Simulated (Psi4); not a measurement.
# C2H2FO− (SMILES [O-]/C=C/F) at M06-L/6-311+G(d,p)

What is the vertical ionisation energy of C2H2FO− at M06-L/6-311+G**? 

The calculation is run with Psi4 1.11.

**1. The structure to begin with**

The species is C2H2FO− (6 atoms), meant as a singlet with charge -1. SMILES: `[O-]/C=C/F`. The coordinates come from a GFN2-xTB relaxation.

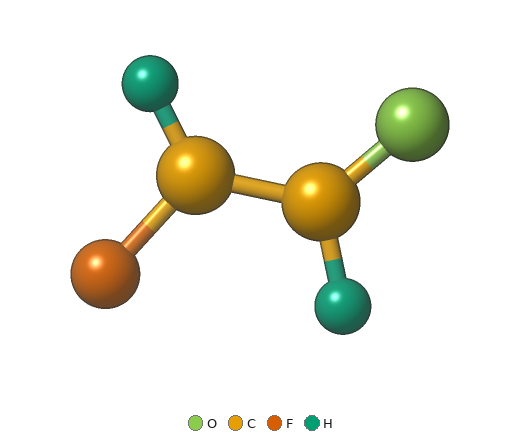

The structure, seen from a chosen angle (oxygen green, carbon amber, fluorine orange, hydrogen teal).

**2. A single-point energy at M06-L/6-311+G(d,p)**

File c2h2fo.py:

```python
import psi4

psi4.set_memory(1600000000)
psi4.set_num_threads(1)
psi4.set_output_file('output.dat', False)

mol = psi4.geometry("""
-1 1
O      1.614570     0.814110    -0.198980
C      0.521680     0.220740    -0.417310
C     -0.410830    -0.155180     0.481180
F     -1.585120    -0.815860     0.062440
H      0.258480    -0.042890    -1.477920
H     -0.398770    -0.020930     1.550600
symmetry c1
no_reorient
no_com
""")

options = {'basis': '6-311+G**', 'puream': True, 'e_convergence': 1e-09, 'd_convergence': 1e-08, 'scf_type': 'pk', 'dft_radial_points': 99, 'dft_spherical_points': 590}
psi4.set_options(options)

e_tot, wfn = psi4.energy('m06-l', return_wfn=True)
psi4.oeprop(wfn, 'QUADRUPOLE', 'MAYER_INDICES', 'DIPOLE', title='M06-L')
print(f'm06-l energy: {e_tot:.10f} Eh')
```

Started as:

```
python c2h2fo.py
```

output.dat:

```text
[...]
  Running in c1 symmetry.
[...]
  Nuclear repulsion =  104.530042424649736
[...]
  Multiplicity = 1
[...]
  Nalpha       = 16
  Nbeta        = 16
[...]
    Number of basis functions: 100
[...]
   @RKS iter   1:  -252.08543837566839   -2.53552e-01   9.20590e-03 DIIS/ADIIS
[...]
   @RKS iter  14:  -252.50768389094046   -1.16529e-12   1.69747e-09 DIIS
[...]
    Orbital Energies [Eh]
    ---------------------
    Doubly Occupied:
       1A    -24.290884     2A    -18.687939     3A     -9.875357
       4A     -9.871176     5A     -0.965655     6A     -0.734603
       7A     -0.472151     8A     -0.324734     9A     -0.258460
      10A     -0.207469    11A     -0.190302    12A     -0.144323
      13A     -0.128204    14A     -0.100844    15A      0.019358
      16A      0.052708
[...]
  @RKS Final Energy:  -252.50768389094046
   => Energetics <=
    Nuclear Repulsion Energy =            104.5300424246497357
    One-Electron Energy =                -561.7291920239096044
    Two-Electron Energy =                 235.5540926101317609
    DFT Exchange-Correlation Energy =     -30.8626269018123871
    Empirical Dispersion Energy =           0.0000000000000000
    VV10 Nonlocal Energy =                  0.0000000000000000
    Total Energy =                       -252.5076838909404557
[...]
 Multipole Moments:
 ------------------------------------------------------------------------------------
     Multipole            Electronic (a.u.)      Nuclear  (a.u.)        Total (a.u.)
 ------------------------------------------------------------------------------------
 L = 1.  Multiply by 2.5417464519 to convert [e a0] to [Debye]
 Dipole X            :          0.5737405           -1.5584760           -0.9847355
 Dipole Y            :          0.4512141           -0.9454678           -0.4942537
 Dipole Z            :          1.2278584           -1.0846650            0.1431934
 Magnitude           :                                                    1.1110783
 L = 2.  Multiply by 1.3450342976 to convert [e a0^2] to [Debye ang]
 Quadrupole XX       :       -194.2029858          165.4815597          -28.7214261
 Quadrupole XY       :        -87.5262448           82.9391741           -4.5870707
[...]
```

Standard output:

```text
m06-l energy: -252.5076838909 Eh
```

Wall time 51 s (1 thread of Intel Xeon Platinum 8259CL at 2.50GHz (Skylake/Cascade Lake), shared host); peak memory 0.77 GiB.

**3. Doublet neutral C2H2FO**

File job.json:

```json
{
 "schema_name": "qcschema_input",
 "schema_version": 1,
 "molecule": {
  "schema_name": "qcschema_molecule",
  "schema_version": 2,
  "symbols": ["O", "C", "C", "F", "H", "H"],
  "geometry": [3.05109511, 1.53844494, -0.3760177, 0.98583232, 0.41713814, -0.78860161, -0.77635618, -0.2932477, 0.90929842, -2.99544267, -1.54175196, 0.1179945, 0.48845641, -0.08105035, -2.79286403, -0.75356609, -0.03955197, 2.93020933],
  "molecular_charge": 0,
  "molecular_multiplicity": 2,
  "fix_symmetry": "c1",
  "fix_com": true,
  "fix_orientation": true
 },
 "driver": "energy",
 "model": {
  "method": "m06-l",
  "basis": "6-311+G**"
 },
 "keywords": {
  "reference": "uks",
  "puream": true,
  "e_convergence": 1e-09,
  "d_convergence": 1e-08,
  "scf_type": "pk",
  "dft_radial_points": 99,
  "dft_spherical_points": 590,
  "maxiter": 200,
  "scf_properties": ["QUADRUPOLE", "LOWDIN_CHARGES", "MAYER_INDICES"]
 }
}
```

Started as:

```
psi4 --qcschema job.json -n 1 --memory 1600MB
```

stdout:

```text
[...]
  Running in c1 symmetry.
[...]
  Nuclear repulsion =  104.530042433635487
[...]
  Multiplicity = 2
[...]
  Nalpha       = 16
  Nbeta        = 15
[...]
    Number of basis functions: 100
[...]
   @UKS iter   1:  -252.21412071380686   -3.82234e-01   6.73744e-03 ADIIS/DIIS
[...]
   @UKS iter  15:  -252.44009263779049   -1.36424e-12   3.25311e-09 DIIS
[...]
   @S^2 Observed:                7.648519881E-01
[...]
    Orbital Energies [Eh]
    ---------------------
    Alpha Occupied:
       1A    -24.559442     2A    -19.001729     3A    -10.190233
       4A    -10.149705     5A     -1.227385     6A     -1.035350
       7A     -0.769496     8A     -0.593238     9A     -0.525725
      10A     -0.473330    11A     -0.460930    12A     -0.419861
      13A     -0.394032    14A     -0.387574    15A     -0.259581
      16A     -0.257208
    Alpha Virtual:
      17A     -0.038455    18A     -0.008093    19A      0.012205
      20A      0.018022    21A      0.050233    22A      0.054605
      23A      0.082316    24A      0.087526    25A      0.088503
[...]
  @UKS Final Energy:  -252.44009263779049
   => Energetics <=
    Nuclear Repulsion Energy =            104.5300424336354865
    One-Electron Energy =                -553.1823024396308028
    Two-Electron Energy =                 226.7594206475983754
    DFT Exchange-Correlation Energy =     -30.5472532793935017
    Empirical Dispersion Energy =           0.0000000000000000
    VV10 Nonlocal Energy =                  0.0000000000000000
    Total Energy =                       -252.4400926377904852
[...]
 Multipole Moments:
 ------------------------------------------------------------------------------------
     Multipole            Electronic (a.u.)      Nuclear  (a.u.)        Total (a.u.)
 ------------------------------------------------------------------------------------
 L = 1.  Multiply by 2.5417464519 to convert [e a0] to [Debye]
 Dipole X            :          1.0020272           -1.5584760           -0.5564488
 Dipole Y            :          0.6897411           -0.9454678           -0.2557267
 Dipole Z            :          1.3580599           -1.0846649            0.2733950
 Magnitude           :                                                    0.6706536
 L = 2.  Multiply by 1.3450342976 to convert [e a0^2] to [Debye ang]
 Quadrupole XX       :       -186.6023163          165.4815593          -21.1207570
 Quadrupole XY       :        -85.5447200           82.9391741           -2.6055458
[...]
```

The result, in JSON:

```text
{
 "driver": "energy",
 "model": {
  "method": "m06-l",
  "basis": "6-311+G**"
 },
 "success": true,
 "return_result": -252.44009263779049,
 "properties": {
  "calcinfo_nbasis": 100,
  "calcinfo_nmo": 100,
  "calcinfo_nalpha": 16,
  "calcinfo_nbeta": 15,
  "calcinfo_natom": 6,
  "nuclear_repulsion_energy": 104.53004243363549,
  "return_energy": -252.44009263779049,
  "scf_one_electron_energy": -553.1823024396308,
  "scf_two_electron_energy": 226.75942064759838,
  "scf_xc_energy": -30.5472532793935,
  "scf_dipole_moment": [-0.5564487732180348, -0.2557267250468145, 0.2733950014436466],
  "scf_total_energy": -252.44009263779049,
  "scf_iterations": 15
 }
}
```

It took 76 s on 1 thread of Intel Xeon Platinum 8259CL at 2.50GHz (Skylake/Cascade Lake), shared host; peak memory 0.76 GiB.

**4. Summary of results**

At M06-L/6-311+G**:

```
                                                              quantity          value
                                         singlet C2H2FO−: total energy  -252.50768 Eh
                                          singlet C2H2FO−: HOMO energy        1.43 eV
                                          singlet C2H2FO−: LUMO energy        4.48 eV
singlet C2H2FO−: HOMO–LUMO gap (to an unbound level, set by the basis)        3.05 eV
                                  doublet neutral C2H2FO: total energy  -252.44009 Eh
                                 doublet neutral C2H2FO: dipole moment         1.70 D
            doublet neutral C2H2FO: HOMO energy (highest over α and β)       -6.70 eV
             doublet neutral C2H2FO: LUMO energy (lowest over α and β)       -5.12 eV
                                          doublet neutral C2H2FO: ⟨S²⟩          0.765
                   vertical detachment energy (to the doublet neutral)       1.839 eV
```

**Reading.** The vertical ionisation energy comes to 1.84 eV (177 kJ/mol). −ε(HOMO) before ionisation, -1.43 eV, is 3.27 eV below this ionisation energy. The HOMO (singlet C2H2FO−) lies at positive energy, 1.43 eV, as semi-local functionals often give for anions; only total energies tell whether the electron is bound.
